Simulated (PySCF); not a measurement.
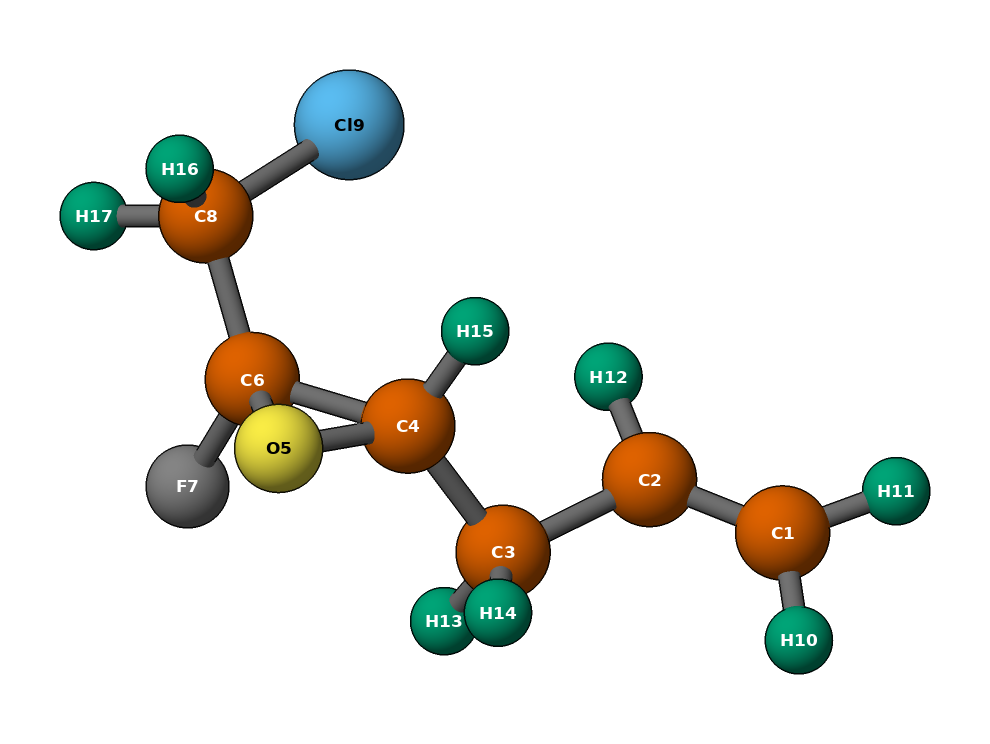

Geometry: a frame of a GFN2-xTB molecular-dynamics simulation, not a minimum. Level of theory: GIAO PBE0/pcSseg-1 NMR shielding, non-relativistic, gas phase (PySCF 2.14.0). Principal shieldings σ11 ≤ σ22 ≤ σ33, span Ω = σ33 − σ11, skew κ = 3(σiso − σ22)/Ω.

Give the shielding tensors of the F atoms.

| atom | σ11 | σ22 | σ33 | σiso | Ω | κ |
| --- | --- | --- | --- | --- | --- | --- |
| F7 | 184.0 | 340.4 | 448.7 | 324.4 | 264.7 | −0.18 |

Shieldings and span in ppm.
